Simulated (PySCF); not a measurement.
# H12Si5, SMILES `[SiH3][Si]([SiH3])([SiH3])[SiH3]`: electronic structure

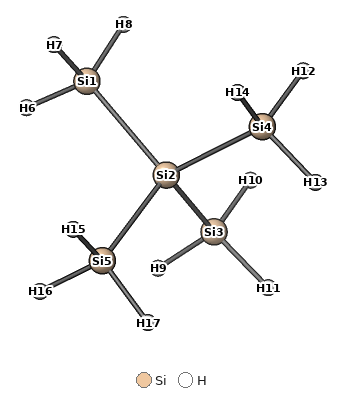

The molecule, with its atoms numbered as below. No frequency check shows the geometry to be a minimum.

Coordinates in Å:

```
Si1      1.5214   -1.7802    0.1365
Si2      0.0016   -0.0008    0.0005
Si3     -1.3050   -0.2273   -1.9324
Si4     -1.4000   -0.0142    1.8793
Si5      1.1827    2.0221   -0.0837
H6       2.4064   -1.8496   -1.0286
H7       2.3923   -1.6814    1.3098
H8       0.8562   -3.0817    0.2274
H9      -0.5151   -0.1305   -3.1619
H10     -2.0001   -1.5153   -1.9892
H11     -2.3414    0.8032   -2.0281
H12     -2.1358   -1.2732    2.0180
H13     -2.4074    1.0479    1.8290
H14     -0.6651    0.1742    3.1319
H15      1.9863    2.2505    1.1194
H16      2.1123    2.0792   -1.2140
H17      0.3003    3.1834   -0.2167
```

Part 1: Bonding charge

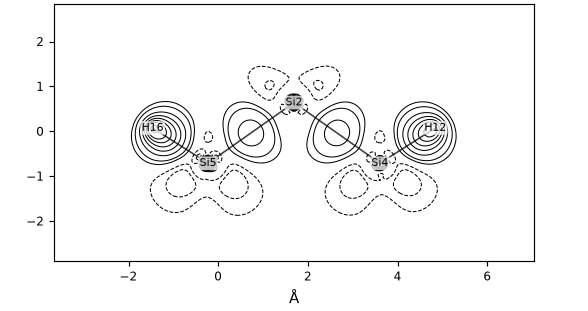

Deformation density (molecule less spherical, spin-averaged free atoms) in the plane of Si2, Si4, Si5, H12 and H16; contours at ±0.05 to ±0.8 e/Å³; solid lines: gain, dashed lines: loss.

PySCF calculation, ωB97X/def2-TZVP, gas phase; geometry: GFN2-xTB.

How much density has each bond in this plane gained at its critical point, relative to the free atoms?

Answer. Si2–Si5 and Si2–Si4: +0.25 e/Å³ at the bond critical point (bond length 2.34 Å, Mayer order 1.0). Si5–H16: +0.23 e/Å³ at the bond critical point (bond length 1.47 Å, Mayer order 1.0). Si4–H12: +0.23 e/Å³ at the bond critical point (bond length 1.47 Å, Mayer order 1.0). In all, 4.5 electrons gather in the regions of gain relative to the promolecule.

Where do the Hirshfeld charges lie?

Answer. The highest Hirshfeld charge is on Si1, Si3, Si4 and Si5 (+0.22 e), the lowest on H9 (−0.08 e).

Part 2: Bond critical points

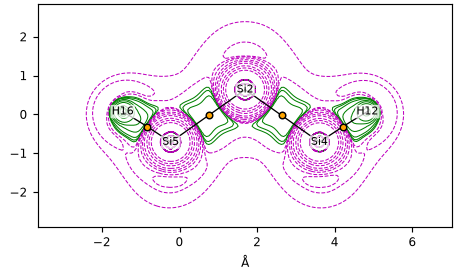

Negative Laplacian of the density (−∇²ρ) in the plane of Si2, Si4, Si5, H12 and H16 (solid green lines positive, dashed magenta lines negative, contours at ±0.02 to ±8 a.u.), with bond paths and bond critical points (dots).

Sort the bonds in the plane by the sign of ∇²ρ at their critical points.

Answer. Concentrated (∇²ρ < 0): Si2–Si5 and Si2–Si4 (−0.16 a.u.). Depleted (∇²ρ > 0): Si5–H16 (+0.19 a.u., H = −0.077); Si4–H12 (+0.19 a.u., H = −0.077). A positive Laplacian with clearly negative H marks a strongly polar covalent bond, whose critical point lies close to the core of the less electronegative atom.

Part 3: Local ionisation energy

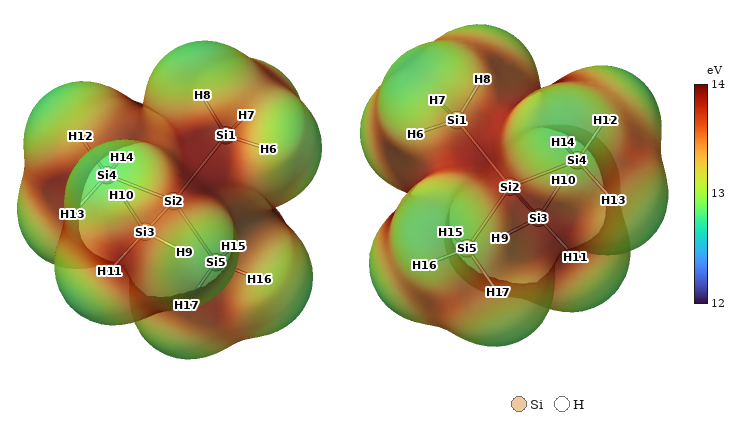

Average local ionisation energy on the surface of electron density 0.001 a.u. (back view left, front view right).

Locate the minima of the map.

Answer. The lowest value is 12.8 eV, 1.5 Å from H10, and at like points elsewhere. For comparison, the highest occupied orbital lies at −10.4 eV.

Part 4: In an electric field

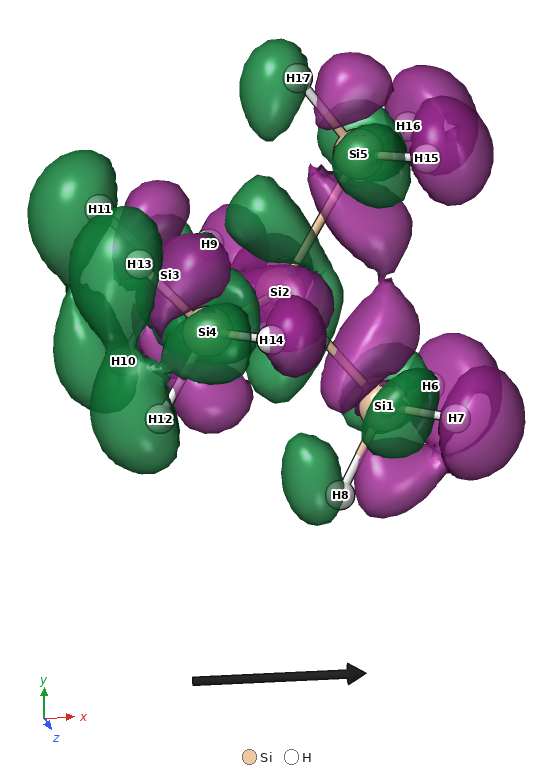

Change of the electron density in a uniform field of 0.21 V/Å along +x (arrow), surfaces at ±0.0015 e/Å³ (green: gain, purple: loss).

Method: ωB97X/def2-TZVP; geometry: GFN2-xTB; program: PySCF. A basis without diffuse functions makes polarisabilities too small.

How large is the response?

Answer. The induced dipole is 1.49 D (along the field); α along this axis, from the fields in both directions, is 146 bohr³ (21.7 Å³).

Which atoms gain and lose the most charge?

Answer. Electrons gather most on H13 (Hirshfeld charge changes by −0.009 e) and leave H6 most (+0.009 e); 0.121 electrons are displaced in all.

The PySCF runs shown took 82 s and 3.6 min on 1 thread of Arm Neoverse V1, on a shared host.
